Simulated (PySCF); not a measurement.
**C3H6O2Si: density, localisation and related maps**

Input file:

```
{"job": {"kind": "nmr", "xc": "PBE0", "basis": "pcSseg-1", "pop": false}, "charge": 0, "multiplicity": 1}
O     -0.705000    -1.071413    -0.335534
C     -1.512140    -0.152319    -0.009709
C     -1.136758     1.088480     0.500026
C      0.214502     1.292198     0.770009
O      1.135989     0.468728     0.496077
Si     1.176283    -1.065176    -0.630981
H     -2.582328    -0.393713    -0.133511
H     -1.881688     1.838185     0.760665
H      0.539401     2.218009     1.276134
H      1.572478    -2.081815     0.377421
H      0.768302    -1.757906    -1.906322
H      2.410959    -0.383257    -1.164275
```

Launched as:

```sh
OMP_NUM_THREADS=1 python ens_run.py task.json out
```

Geometry: PBE0-D3(BJ)/def2-SVP.

All numbers below come from PBE0/pcSseg-1, SCF density, gas phase, non-relativistic (PySCF 2.14.0).

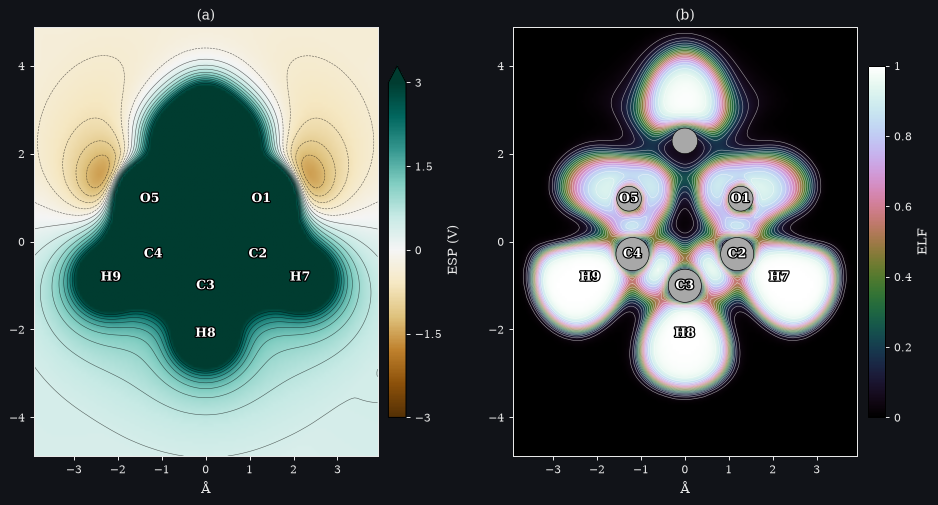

Figure 1. (a) electrostatic potential; (b) electron localisation function on the plane of atoms C2, C3 and C4. Grey discs cover the atomic cores in the ELF map.

Interpret the plot.

Answer.
- The section cuts through O, C and H sites.
- C–O (1.27 Å): the ELF peaks at about 0.90 between the atoms, as expected for a polar covalent bond.
- C–C (1.39 Å): the ELF peaks at about 0.95 between the atoms; localised, covalent bonding.
- C–H (1.09 Å): the ELF climbs to about 1 towards the hydrogen, as it does in any bond to H; an ordinary covalent bond to hydrogen.
- The ELF also peaks beside O5 and O1, away from the bonds: lone-pair regions.
- Outside the dense part of the molecule the potential is most negative (−1.5 V) near O1 and O5.

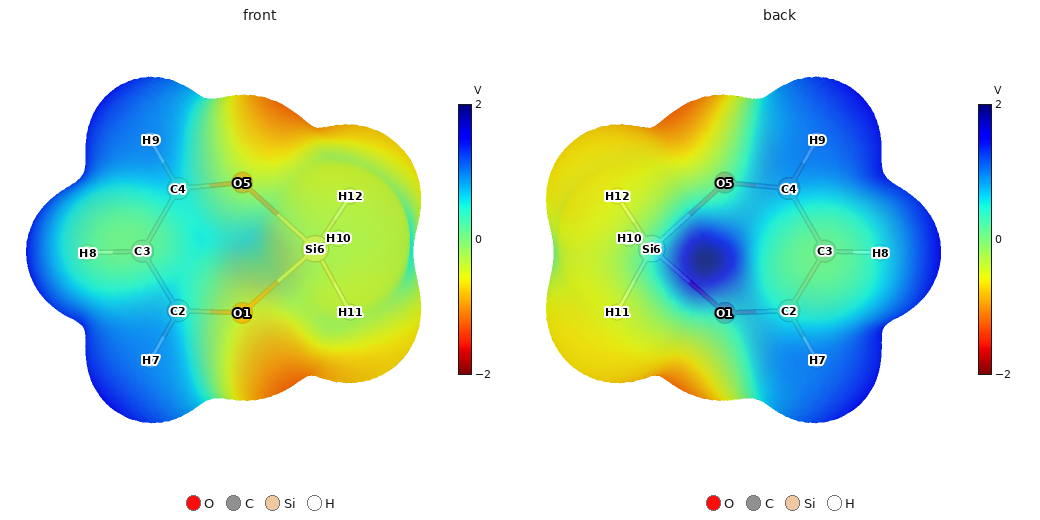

Figure 2. The molecular electrostatic potential painted on the density surface at 0.002 e/bohr³, seen from the front and from behind; red is negative and blue positive.

Where is the surface potential most negative and most positive?

Answer. The most negative region (about −1.2 V, or −28 kcal/mol for a unit charge) lies over O1 and O5, the most positive (about +1.7 V, or +39 kcal/mol for a unit charge) over Si6.
